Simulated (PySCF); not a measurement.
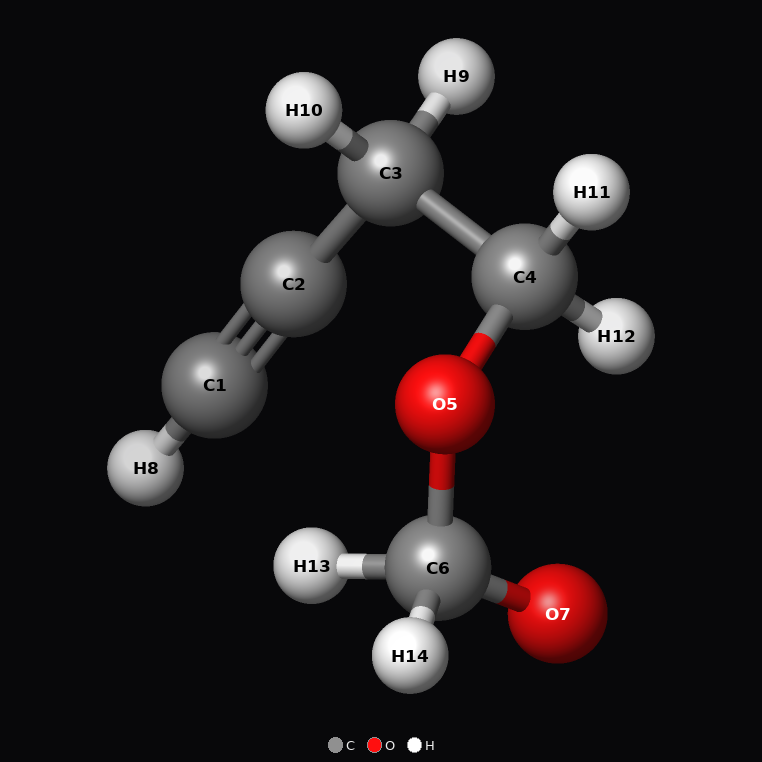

Charge 0, doublet. Computed geometry: GFN2-xTB optimisation. No frequency run is at hand to confirm it as a minimum. Level of theory: UKS B3LYP, pcH-1 on C H O, non-relativistic (PySCF 2.14.0). Fermi-contact and spin-dipolar terms alone, no spin-orbit part.

Which nucleus has the largest dipolar (anisotropic) hyperfine coupling?

Answer. 17O at O7: principal values −212.9, 105.1, 107.8 MHz.

List the isotropic and dipolar parts for the most strongly coupled nuclei, one of each equivalent set.

```
atom  isotope  a_iso (MHz)    dipolar part (MHz)
  O7      17O        −42.4  −212.9, 105.1, 107.8
  O5      17O          1.8       −19.2, 9.5, 9.8
 H13       1H        457.3      −9.8, −5.3, 15.1
 H14       1H        270.5      −7.8, −4.7, 12.5
  C6      13C        −63.2        −9.4, 1.9, 7.5
 H12       1H          0.4       −4.7, −3.9, 8.6
  C1      13C          1.9       −1.9, −1.6, 3.5
 H11       1H         13.1       −1.8, −1.6, 3.4
```
